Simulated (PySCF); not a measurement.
**AlHClO (SMILES [O][AlH][Cl]) at U-r2SCAN/STO-3G**

Aim: the energy change on altering one bond length of AlHClO at U-r2SCAN/STO-3G, from 2 runs. The job is set up through a Python script.

Program for the calculation: PySCF 2.14.0.

11 further runs of the same task are left out: 4 that didn't finish, 7 set aside as unsound or not needed.

## 1. The molecule

The species is AlHClO (4 atoms), meant as a doublet with charge 0. As SMILES, `[O][AlH][Cl]`. The shape is that of a PBE0-D4/def2-TZVP optimisation.

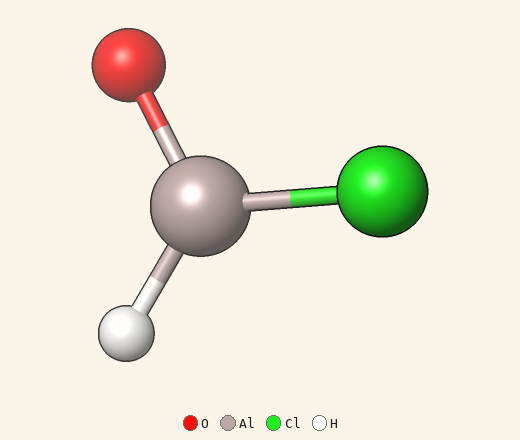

Viewed from a chosen angle; oxygen red, aluminium light grey, chlorine green, hydrogen white.

## 2. A single-point energy at U-r2SCAN/STO-3G

run.py

```python
from pyscf import gto, dft

mol = gto.M(
    atom='O 0.290600 -1.035900 1.350600; Al 0.118400 0.049000 0.015600; Cl -1.573200 -0.210600 -1.168800; H 1.219700 1.137300 -0.217800',
    basis='sto-3g',
    verbose=4,
    max_memory=1860,
    spin=1,
)

mf = dft.UKS(mol)
mf.xc = 'r2scan'
mf.conv_tol = 1e-10
mf.grids.level = 5
mf.kernel()
if not mf.converged:
    mf = mf.newton().run(mf.mo_coeff, mf.mo_occ)

e_final = mf.e_tot
print('E = %.10f Eh' % e_final)
```

Run with:

```
$ OMP_NUM_THREADS=1 python run.py
```

Output:

```text
PySCF version 2.14.0

[INPUT] num. atoms = 4
[INPUT] num. electrons = 39
[INPUT] charge = 0
[INPUT] spin (= nelec alpha-beta = 2S) = 1
[INPUT] symmetry False subgroup None
[INPUT] Mole.unit = angstrom
[INPUT] Symbol           X                Y                Z      unit          X                Y                Z       unit  Magmom
[INPUT]  1 O      0.290600000000  -1.035900000000   1.350600000000 AA    0.549154411799  -1.957567292437   2.552264103838 Bohr   0.0
[INPUT]  2 Al     0.118400000000   0.049000000000   0.015600000000 AA    0.223743573149   0.092596580104   0.029479727543 Bohr   0.0
[INPUT]  3 Cl    -1.573200000000  -0.210600000000  -1.168800000000 AA   -2.972917139166  -0.397976321833  -2.208711894392 Bohr   0.0
[INPUT]  4 H      1.219700000000   1.137300000000  -0.217800000000 AA    2.304898954132   2.149185521468  -0.411582349930 Bohr   0.0

[... 93 lines left out ...]
converged SCF energy = -769.462340587404  <S^2> = 0.75566302  2S+1 = 2.005655
E = -769.4623405874 Eh
```

Run time: 8.1 s. Hardware: 1 thread of Intel Xeon Platinum 8375C at 2.90GHz (Ice Lake), shared host; peak memory 0.23 GiB.

## 3. The distorted shape, same level

run.py

```python
from pyscf import gto, dft

mol = gto.Mole()
mol.atom = 'O 0.376704 -1.578376 2.018132; Al 0.118400 0.049000 0.015600; Cl -1.573200 -0.210600 -1.168800; H 1.219700 1.137300 -0.217800'
mol.max_memory = 1860
mol.spin = 1
mol.basis = 'sto-3g'
mol.verbose = 4
mol.build()

calc0 = dft.UKS(mol)
calc0.xc = 'r2scan'
calc0.conv_tol = 1e-10
calc0.grids.level = 5
calc0.kernel()
if not calc0.converged:
    calc0 = calc0.newton().run(calc0.mo_coeff, calc0.mo_occ)

etot = calc0.e_tot
print(f'total energy: {etot:.8f} hartree')
```

Run with:

```
$ OMP_NUM_THREADS=1 python run.py
```

Output:

```text
PySCF version 2.14.0

[INPUT] num. atoms = 4
[INPUT] num. electrons = 39
[INPUT] charge = 0
[INPUT] spin (= nelec alpha-beta = 2S) = 1
[INPUT] symmetry False subgroup None
[INPUT] Mole.unit = angstrom
[INPUT] Symbol           X                Y                Z      unit          X                Y                Z       unit  Magmom
[INPUT]  1 O      0.376704000000  -1.578376000000   2.018132000000 AA    0.711867390028  -2.982698361587   3.813716763221 Bohr   0.0
[INPUT]  2 Al     0.118400000000   0.049000000000   0.015600000000 AA    0.223743573149   0.092596580104   0.029479727543 Bohr   0.0
[INPUT]  3 Cl    -1.573200000000  -0.210600000000  -1.168800000000 AA   -2.972917139166  -0.397976321833  -2.208711894392 Bohr   0.0
[INPUT]  4 H      1.219700000000   1.137300000000  -0.217800000000 AA    2.304898954132   2.149185521468  -0.411582349930 Bohr   0.0

[... 43 lines left out ...]
WARN: beta  nocc = 19  HOMO -0.31904707990961 >= LUMO -0.318770454923751
[... 1 line left out ...]
WARN: HOMO -0.318770454923752 >= LUMO -0.318770454923751
[... 134 lines left out ...]
converged SCF energy = -769.322266465288  <S^2> = 1.0754326  2S+1 = 2.3025487
total energy: -769.32226647 hartree
```

Run time: 18 s. Hardware: 1 thread of Intel Xeon Platinum 8375C at 2.90GHz (Ice Lake), shared host; peak memory 0.24 GiB.

## 4. Results

At U-r2SCAN/STO-3G:

```
                                                          quantity          value
                                         first shape: total energy  -769.46234 Eh
                                        first shape: dipole moment         2.30 D
                   first shape: HOMO energy (highest over α and β)       -3.41 eV
                    first shape: LUMO energy (lowest over α and β)       -0.81 eV
                                                 first shape: ⟨S²⟩          0.756
                                     distorted shape: total energy  -769.32227 Eh
                                    distorted shape: dipole moment         2.17 D
               distorted shape: HOMO energy (highest over α and β)       -0.73 eV
                distorted shape: LUMO energy (lowest over α and β)        0.98 eV
                                             distorted shape: ⟨S²⟩          1.075
energy change with the O1–Al2 bond stretched from 1.729 to 2.593 Å       3.812 eV
```

**Reading.** With the O1–Al2 bond stretched from 1.729 to 2.593 Å the energy rises by 3.81 eV (368 kJ/mol). The first shape isn't relaxed at this level, so the change isn't measured from a minimum. The minimal basis adds a large error of its own. Mulliken charges (first shape) run from -0.44 on Cl3 to +0.87 on Al2. ⟨S²⟩ (distorted shape) is 1.08 where a pure doublet has 0.75: the reference is spin-contaminated. Mulliken charges (distorted shape) run from -0.43 on Cl3 to +0.79 on Al2; they depend strongly on the basis.
